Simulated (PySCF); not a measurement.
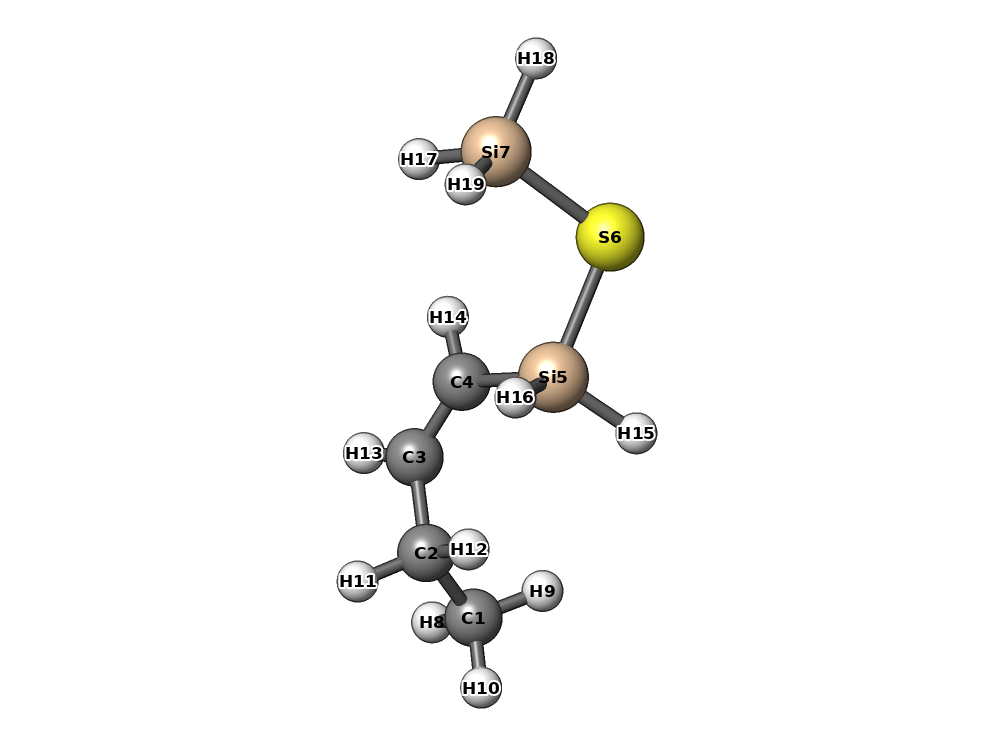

Every bond is drawn as one stick. The computed structure is the end point of a GFN2-xTB optimisation. No frequency run is at hand to confirm it as a minimum. Level of theory: PBE0/pcSseg-1 (PySCF 2.14.0).

Question. Which bond between heavy atoms has the highest Mayer bond order?

Answer. C3–C4, 1.95, at a length of 1.328 Å.

List the Mayer bond orders of C1–C2, C2–C3, C3–C4, C4–Si5, Si5–S6, S6–Si7 (bonds between heavy atoms, one of each equivalent set).

```
  bond  Mayer order  length (Å)
 C1–C2         1.03       1.530
 C2–C3         1.05       1.492
 C3–C4         1.95       1.328
C4–Si5         0.88       1.877
Si5–S6         0.94       2.161
S6–Si7         0.96       2.137
```

The geometry is semi-empirical. Around Si such bond lengths and angles can be off by a tenth of an ångström or more and by several degrees, and values that hang on the shape move with them.
